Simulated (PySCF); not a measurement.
**PF5 (pentafluorophosphorane): levels of theory compared**

Aim: a comparison of 5 runs (HF/STO-3G, HF/def2-TZVP, PBE/6-31G**, PBE0/def2-SVP, MP2/STO-3G) of PF5 (pentafluorophosphorane). 

The results are computed with PySCF 2.14.0.

## 1. The system as given

The species is PF5 (6 atoms), meant as a singlet with charge 0. SMILES: `FP(F)(F)(F)F`. Geometry: relaxed at GFN2-xTB.

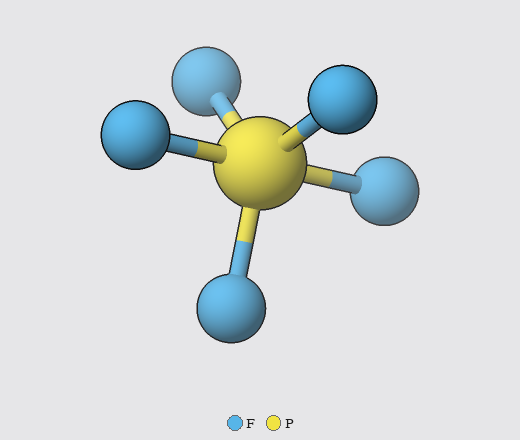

Viewed from a chosen angle; fluorine blue, phosphorus yellow.

## 2. Energy and gradient at HF/STO-3G (run 1)

The input, job.py:

```python
import pyscf.grad
from pyscf import gto

mol = gto.M(
    atom='''
F   -0.028740  -1.201520   0.992810
P   -0.000680   0.000150  -0.000180
F   -1.328670   0.538480  -0.615080
F    0.154780  -1.010300  -1.217270
F    1.358380   0.664300  -0.378660
F   -0.155070   1.008900   1.218380
''',
    verbose=4,
    max_memory=1860,
    basis='sto-3g',
    spin=0,
)

myscf = mol.RHF()
myscf.conv_tol = 1e-10
myscf.kernel()
if not myscf.converged:
    myscf = myscf.newton().run(myscf.mo_coeff, myscf.mo_occ)

e_final = myscf.e_tot
print('E(%s) = %.9f' % ('HF', e_final))
grad = myscf.Gradients().kernel()
myscf.analyze()
```

The run is started by

```console
$ OMP_NUM_THREADS=1 python job.py
```

What it wrote:

```text
PySCF version 2.14.0

[... 56 lines left out ...]
converged SCF energy = -826.98562157354
[... 18 lines left out ...]
Two-electron Coulomb Energy =          808.048187921232056
[... 6 lines left out ...]
MO #4   energy= -25.9220515964178  occ= 2
[... 4 lines left out ...]
MO #9   energy= -5.47282205592187  occ= 2
[... 4 lines left out ...]
MO #14  energy= -1.49847937147905  occ= 2
[... 4 lines left out ...]
MO #19  energy= -0.665582644194276 occ= 2
[... 4 lines left out ...]
MO #24  energy= -0.508995104003226 occ= 2
[... 4 lines left out ...]
MO #29  energy= -0.451553033082499 occ= 2
[... 4 lines left out ...]
MO #34  energy= 0.630965800378099  occ= 0
[... 43 lines left out ...]
Dipole moment(X, Y, Z, Debye): -0.00812,  0.00299, -0.00307
```

Run time: 4.2 s. Hardware: 1 thread of Intel Xeon at 2.50GHz (Skylake/Cascade Lake), shared host; peak memory 0.12 GiB.

## 3. Energy and gradient at HF/def2-TZVP (run 2)

The input, geometry.xyz:

```xyz
6
F5P
F     -0.028740    -1.201520     0.992810
P     -0.000680     0.000150    -0.000180
F     -1.328670     0.538480    -0.615080
F      0.154780    -1.010300    -1.217270
F      1.358380     0.664300    -0.378660
F     -0.155070     1.008900     1.218380
```

The input, job.py:

```python
# FP(F)(F)(F)F
from pyscf import gto, scf

mol = gto.Mole()
mol.atom = 'geometry.xyz'
mol.basis = 'def2-tzvp'
mol.max_memory = 1860
mol.charge = 0
mol.verbose = 4
mol.build()

hf = scf.RHF(mol)
hf.conv_tol = 1e-10
hf.kernel()
if not hf.converged:
    hf = hf.newton().run(hf.mo_coeff, hf.mo_occ)

e_tot = hf.e_tot
print('E(%s) = %.9f' % ('HF', e_tot))
grad = hf.nuc_grad_method().kernel()
dip = hf.dip_moment()
pop, q = hf.mulliken_pop()
```

The run is started by

```console
$ OMP_NUM_THREADS=1 python job.py
```

What it wrote:

```text
PySCF version 2.14.0

[... 60 lines left out ...]
converged SCF energy = -838.341477270426
[... 13 lines left out ...]
Dipole moment(X, Y, Z, Debye): -0.00830,  0.00213, -0.00220
[... 199 lines left out ...]
charge of    5F =     -0.34458
```

Wall time 3.2 min (1 thread of Intel Xeon at 2.50GHz (Skylake/Cascade Lake), shared host); peak memory 1.4 GiB.

Runs 3 to 4 aren't shown in full; the table further down has their settings and results.

## 4. Energy and forces at MP2/STO-3G (run 5)

The input, start.xyz:

```xyz
6
F5P
F     -0.028740    -1.201520     0.992810
P     -0.000680     0.000150    -0.000180
F     -1.328670     0.538480    -0.615080
F      0.154780    -1.010300    -1.217270
F      1.358380     0.664300    -0.378660
F     -0.155070     1.008900     1.218380
```

The input, input.py:

```python
from pyscf import gto, scf, mp

mol = gto.M(
    atom='start.xyz',
    max_memory=1860,
    charge=0,
    verbose=4,
    basis='sto-3g',
    spin=0,
)

hf = scf.RHF(mol)
hf.conv_tol = 1e-10
hf.kernel()
if not hf.converged:
    hf = hf.newton().run(hf.mo_coeff, hf.mo_occ)

pt = mp.MP2(hf, frozen=10).run()
etot = pt.e_tot
print(f'total energy: {etot:.8f} hartree')
grad = pt.nuc_grad_method().kernel()
dip = hf.dip_moment()
pop, q = hf.mulliken_pop()
```

The run is started by

```console
$ OMP_NUM_THREADS=1 python input.py
```

What it wrote:

```text
PySCF version 2.14.0

[... 56 lines left out ...]
converged SCF energy = -826.98562157354
[... 8 lines left out ...]
total energy: -827.09318486 hartree
[... 9 lines left out ...]
Dipole moment(X, Y, Z, Debye): -0.00812,  0.00299, -0.00307
[... 41 lines left out ...]
charge of    5F =     -0.35545
```

Run time: 6.3 s. Hardware: 1 thread of Intel Xeon at 2.50GHz (Skylake/Cascade Lake), shared host; peak memory 0.13 GiB.

## 5. Overview of the runs

```csv
run,level,integration grid,frozen core orbitals,energy (Eh),dipole moment (D) of the reference,HOMO energy (eV),LUMO energy (eV),wall time
1,HF/STO-3G,–,–,-826.985622,0.01,-10.89,11.10,4.2 s
2,HF/def2-TZVP,–,–,-838.341477,0.01,-18.01,4.80,3.2 min
3,PBE/6-31G** (spherical functions),5,–,-840.034043,0.01,-9.27,-0.55,60 s
4,PBE0/def2-SVP,5,–,-839.592214,0.01,-11.95,0.56,49 s
5,MP2/STO-3G,–,10,-827.093185,0.01,-10.89,11.10,6.3 s
```

## 6. What came out

```
                                           quantity          value
                                run 5: total energy  -827.09318 Eh
        run 5: dipole moment (Hartree–Fock density)         0.01 D
         run 5: HOMO energy (Hartree–Fock orbitals)      -10.89 eV
         run 5: LUMO energy (Hartree–Fock orbitals)       11.10 eV
       run 5: HOMO–LUMO gap (Hartree–Fock orbitals)       21.99 eV
run 5: correlation energy (10 core orbitals frozen)     -107.6 mEh
                    run 5: largest force on an atom     3.488 eV/Å
```

**Reading.** Over runs 1, 2, 3, 4 the HOMO–LUMO gap runs from 8.72 eV (PBE/6-31G**) to 22.82 eV (HF/def2-TZVP). The two ends differ in method and basis. Totals of different functionals can't be ranked against each other. In runs 1, 5 the basis is minimal, so the values are rough. All runs together took 5.2 min, the longest 3.2 min.
